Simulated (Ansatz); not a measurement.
## Electronic structure of C2H8AlFSi in real space

Input

```
crystal:
  periodic: [false, false, false]
  atoms:
    - { symbol: C, position_ang: [-1.7007, -0.7379, -0.3595] }
    - { symbol: C, position_ang: [-0.4691, -1.4165, 0.0152] }
    - { symbol: Al, position_ang: [0.7846, -0.1739, 0.9083] }
    - { symbol: Si, position_ang: [1.6453, 1.7614, -0.2143] }
    - { symbol: F, position_ang: [2.6253, 2.6065, 0.7673] }
    - { symbol: H, position_ang: [-1.5279, 0.1546, -1.0752] }
    - { symbol: H, position_ang: [-2.2253, -0.2858, 0.5366] }
    - { symbol: H, position_ang: [-2.3994, -1.3887, -0.878] }
    - { symbol: H, position_ang: [-0.56011, -0.36237, 0.18178] }
    - { symbol: H, position_ang: [-0.698, -2.2494, 0.7301] }
    - { symbol: H, position_ang: [1.3011, -0.479, 2.4307] }
    - { symbol: H, position_ang: [2.2917, 1.3593, -1.423] }
    - { symbol: H, position_ang: [0.3675, 2.6199, -0.5711] }
basis:
  gaussian: { orbitals: def2-SVP }
hamiltonian:
  xc: pbe0
relax:
  f_tol: 0.02
  max_steps: 50
output:
  orbitals: {}
```

Launched as:

```sh
ansatz run input.yaml --threads 2 --pin off --max-ram 3072MiB --backend cpu --events-out ev --progress --plain --runs-dir out
```

The fields are those of the run's last geometry, not of the input's.

The calculation used RKS PBE0/def2-SVP in Ansatz.

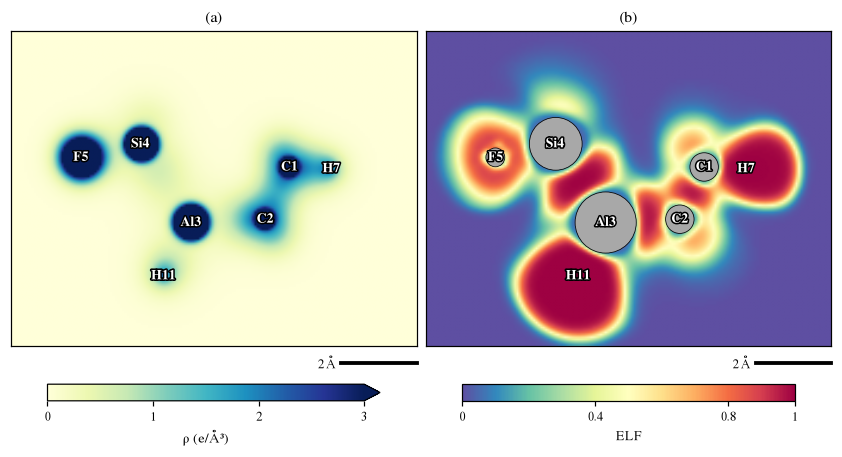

Figure 1. (a) electron density; (b) electron localisation function on the plane of atoms Si4, Al3 and H11. Grey discs cover the atomic cores in the ELF map.

Q: What do the fields say about this system?

A: Atoms in the plane: C, Al, Si, F and H.
C–C (1.53 Å): ρ at the midpoint is about 1.6 e/Å³; the ELF peaks at about 0.95 between the atoms; a shared electron pair.
Si–F (1.64 Å): ρ at the midpoint is about 0.96 e/Å³; the ELF peaks at about 0.85 in the valence shell of F, 0.6 Å from its nucleus, and is about 0.45 at the midpoint.
C–Al (1.97 Å): the density is about 0.72 e/Å³ at the midpoint; the ELF peaks at about 0.95 between the atoms, as expected for a shared but strongly polarised pair.
Al–Si (2.47 Å): the density is about 0.52 e/Å³ at the midpoint; the ELF peaks at about 1 between the atoms (a covalent bond).
C–H (1.10 Å): the density is about 1.9 e/Å³ at the midpoint; the ELF climbs to about 1 towards the hydrogen, as it does in any bond to H; an ordinary covalent bond to hydrogen.
The ELF also peaks beside F5, away from the bonds: lone-pair regions.

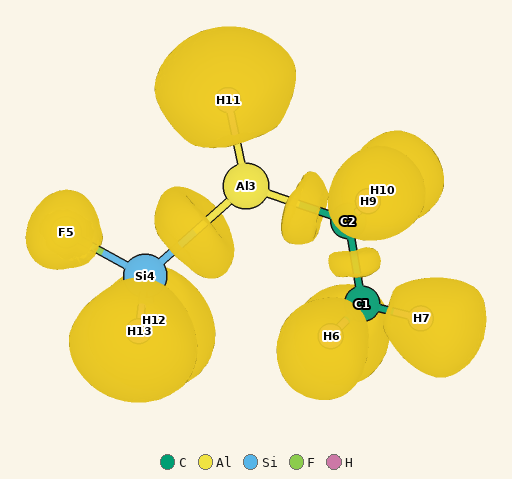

Figure 2. Isosurface of the electron localisation function at 0.8 (yellow), seen across its widest extent. Core shells and regions of very low density are left out.

Q: What do the ELF domains correspond to?

A: At this value the surface marks out one region between bonded Al–C atoms (shared pairs), one region between bonded Al–Si atoms (shared pairs), one region between bonded C–C atoms (shared pairs), eight regions around hydrogen nuclei and one region wrapped around F (its valence shell).

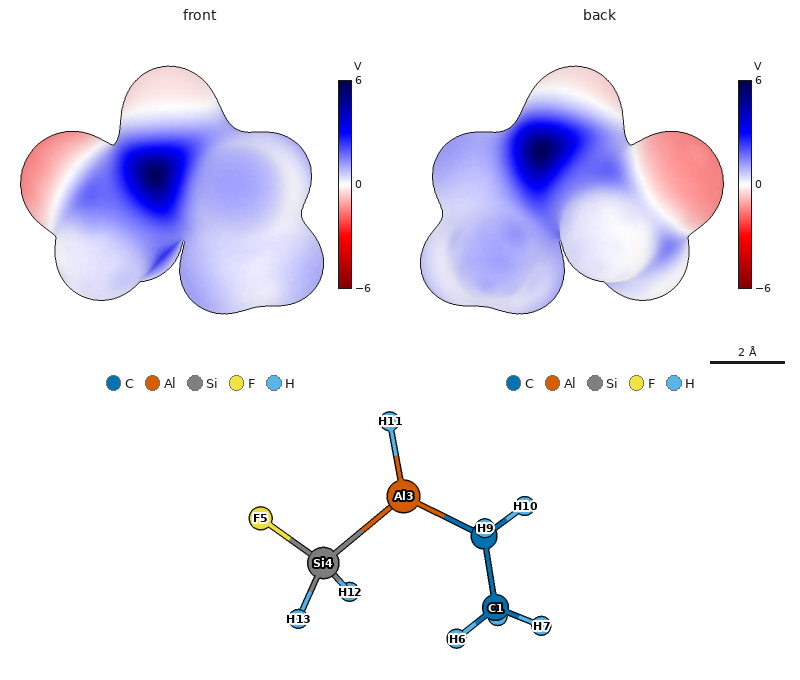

Figure 3. The electrostatic potential painted on the density surface at 0.004 e/bohr³, seen from the front and from behind; the colour scale runs from red (negative) to blue (positive). The bare structure is drawn below in the same view.

Q: Which sites attract a positive test charge, and which a negative one?

A: A positive charge is drawn to the negative regions and a negative charge to the positive ones. The most negative region (about −1.4 V, or −32 kcal/mol for a unit charge) lies over F5, the most positive (about +5.4 V, or +125 kcal/mol for a unit charge) over Al3.
